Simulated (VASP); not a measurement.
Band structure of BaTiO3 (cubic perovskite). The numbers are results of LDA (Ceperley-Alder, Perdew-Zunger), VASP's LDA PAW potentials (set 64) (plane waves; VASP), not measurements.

Unless said otherwise, spin-orbit coupling is left out, though it shifts the bands of the heavy elements here.

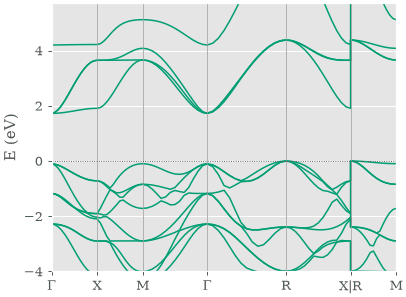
*Bands along high-symmetry lines, zero at the valence-band maximum or, without a gap, the Fermi level*

### Question
Read the plot: is there a gap, and where are the band edges?

### Answer
The gap is indirect, 1.73 eV, from the valence maximum at R to the conduction minimum at Γ. (Edges off the drawn lines would not show.)

Measured: gap 3.20 eV (computed value off by -1.47 eV), as given by Yu-ichiro Matsushita et al., Physical Review B (2011), arXiv:1104.2769.

The compound is BaTiO3 in the cubic perovskite structure, the ideal cubic form; the compound distorts at low or room temperature. It was relaxed first.
